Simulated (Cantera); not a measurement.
Charge: 1 mol Fe₃O₄, 4.3 mol CO, 2.2 mol N₂, held at 1330 Pa.

Equilibrium computed with Cantera from the NASA thermochemical tables; the gas is ideal and each condensed phase is pure. Candidate condensed phases: C, Fe, Fe(CO)₅, FeO, Fe₂O₃, Fe₃O₄; 27 gas species. The tables' stoichiometric FeO is somewhat more stable than real wüstite, so its field is too wide. FeO: taken at fixed stoichiometry. The numbers say what is thermodynamically allowed, not how fast it happens.

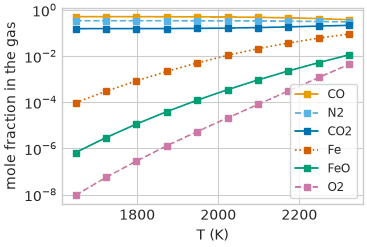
Equilibrium gas composition (values under 1e-9 drawn at 1e-9)

**Question.** Read off the mole fractions at 2098 K.

**Answer.** CO about 0.48, N₂ about 0.33, CO₂ about 0.17, Fe about 0.021, FeO about 0.00092, O₂ about 8.0e-5.
